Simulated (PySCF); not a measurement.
Consider C$_{3}$H$_{11}$OSi$_{2}$ (doublet).

Input file:

```
{"job": {"kind": "epr", "basis": "pcH-1"}, "charge": 0, "multiplicity": 2}
C      0.078340    -1.314745     1.339386
Si    -0.227055     0.109452     0.113213
C     -1.186444    -0.505015    -1.411542
C     -1.117207     1.563733     0.953523
O      1.216359     0.689527    -0.386297
Si     2.708212     0.625471    -1.021974
H     -0.847767    -1.652776     1.793462
H      0.742422    -1.004116     2.140826
H      0.535496    -2.169951     0.849780
H     -0.661307    -1.314320    -1.910735
H     -2.172235    -0.870020    -1.141148
H     -1.319074     0.293342    -2.135644
H     -1.218009     2.408172     0.278939
H     -2.113684     1.277140     1.273929
H     -0.575104     1.908237     1.828781
H      2.605284     0.177799    -2.405156
H      3.544775    -0.209900    -0.169253
```

Launched as:

```sh
OMP_NUM_THREADS=1 python probes_run.py task.json out
```

Geometry: GFN2-xTB.

Theory: PySCF, UKS B3LYP, pcH-1 on C H O Si, non-relativistic, mean-field spin-orbit, GIAO.

Predict the electron density, electron localisation function and spin density between the atoms.

Si–O (1.62 Å): ρ is about 1.1 e/Å³ halfway; the ELF peaks at about 0.85 between the atoms; a short, strongly polar bond.
C–Si (1.90 Å): ρ is about 0.94 e/Å³ halfway; the ELF peaks at about 0.95 between the atoms, as expected for localised, covalent bonding.
C–H (1.09 Å): ρ is about 1.9 e/Å³ halfway; the ELF climbs to about 1 towards the hydrogen, as it does in any bond to H (an ordinary covalent bond to hydrogen).
The unpaired spin (1 electron) lies mostly on Si6 (about 0.8) and O5 (about 0.1), in electrons by Hirshfeld's partition.

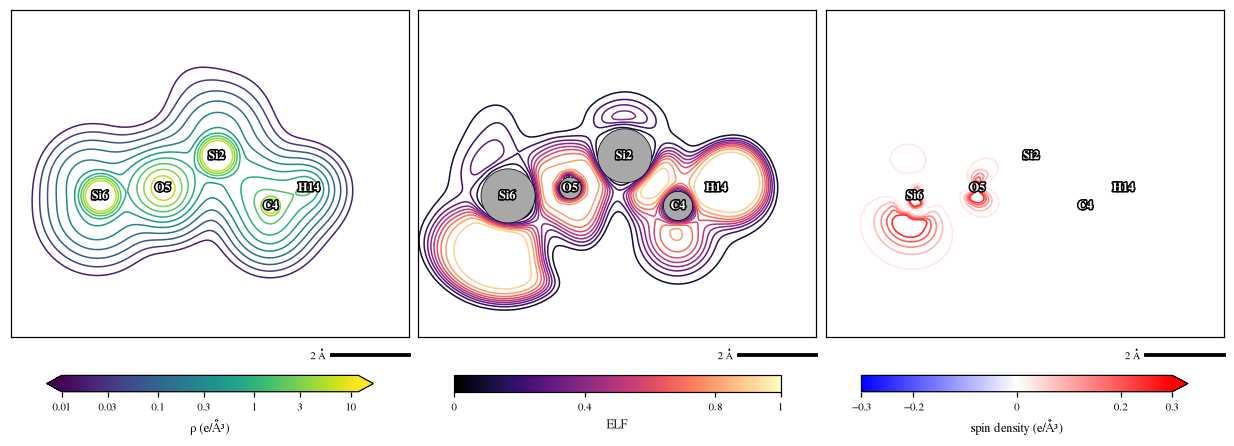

Computed electron density, electron localisation function and spin density on the plane of atoms Si2, O5 and Si6, in this order. Grey discs cover the atomic cores in the ELF map. 
